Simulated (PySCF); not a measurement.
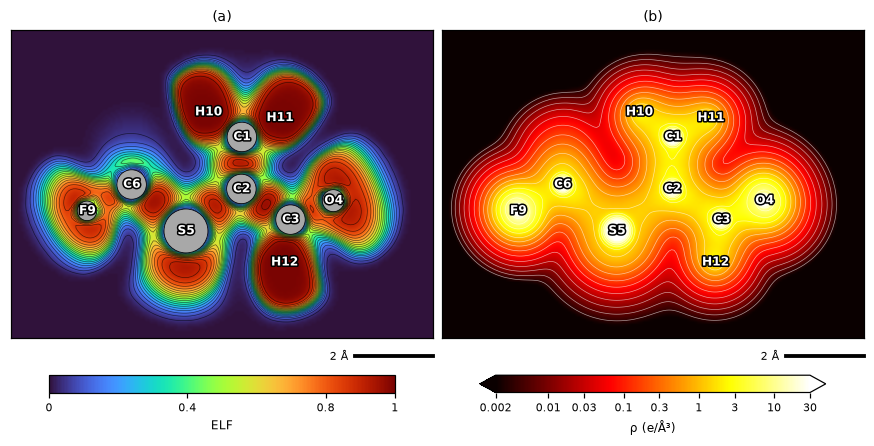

Figure. C$_{4}$H$_{3}$F$_{3}$OS. (a) ELF; (b) electron density on the plane of atoms C2, C1 and H11. Grey discs cover the atomic cores in the ELF map.

Geometry: GFN2-xTB.

These are results of PBE0/pcSseg-1, SCF density, gas phase, non-relativistic in PySCF 2.14.0, not measurements.

```yaml
atoms:
  - { symbol: C, position_ang: [-0.0973, -1.2416, 0.5224] }
  - { symbol: C, position_ang: [-0.6723, -0.0531, 0.3577] }
  - { symbol: C, position_ang: [-2.0073, 0.2448, 0.9268] }
  - { symbol: O, position_ang: [-2.6563, -0.5352, 1.5631] }
  - { symbol: S, position_ang: [-0.0262, 1.3564, -0.5148] }
  - { symbol: C, position_ang: [1.5789, 0.7318, -1.1318] }
  - { symbol: F, position_ang: [2.4001, 0.3719, -0.1453] }
  - { symbol: F, position_ang: [1.4403, -0.3242, -1.9332] }
  - { symbol: F, position_ang: [2.1754, 1.6911, -1.8254] }
  - { symbol: H, position_ang: [0.8653, -1.5291, 0.1425] }
  - { symbol: H, position_ang: [-0.6415, -1.9838, 1.0850] }
  - { symbol: H, position_ang: [-2.3580, 1.2703, 0.7086] }
```

**Describe what can be read from this map.**

The plane passes through C, O, S, F and H nuclei. C–O (1.20 Å): the density is about 3.4 e/Å³ at the midpoint; the ELF peaks at about 0.85 between the atoms; a multiple bond. C–F (1.33 Å): the density is about 2.5 e/Å³ at the midpoint; the ELF peaks at about 0.85 between the atoms (a polar covalent bond). C–C (1.33 Å): ρ at the midpoint is about 2.3 e/Å³; the ELF peaks at about 0.95 between the atoms (a short, multiple covalent bond). C–S (1.78 Å): ρ is about 1.3 e/Å³ halfway; the ELF peaks at about 0.90 between the atoms: localised, covalent bonding. C–H (1.07 Å): the density is about 2.1 e/Å³ at the midpoint; the ELF climbs to about 1 towards the hydrogen, as it does in any bond to H (a covalent bond by its length). The ELF also peaks beside S5, F9 and O4, away from the bonds: lone-pair regions.
